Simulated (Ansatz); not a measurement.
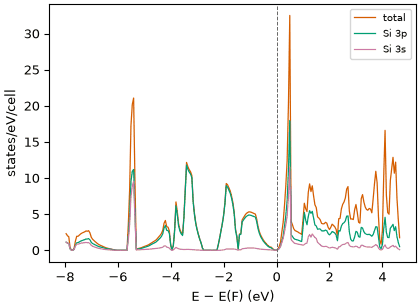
*Total and projected density of states of Si in space group Fd-3m (No. 227; Si on 32e), plane-wave PAW PBE (Ansatz code)*

Problem. Which orbitals carry the states next to the Fermi level?

Solution. Within 0.5 eV of the Fermi level: Si 3p 56 %, Si 3s 36 %, outside the projected shells 8 %. Projections are on Löwdin-orthogonalised atomic valence shells; empty p or d shells of many metals are not among them.

Problem. Where is the tallest occupied peak in this window, and what makes it?

Solution. Near -5.4 eV, about 21 states/eV per cell; the largest projected share is Si 3p.

The start of the workflow was typed in or built on a structure type. Its sites differ from those of the usual phase in this space group: another stacking or structure type. The cell was relaxed with PBE under the symmetry of its start; its stability against distortions is not shown here. The volume moved by 44 % from the start of the relaxation.

Potentials: the later of the program's two PAW sets.
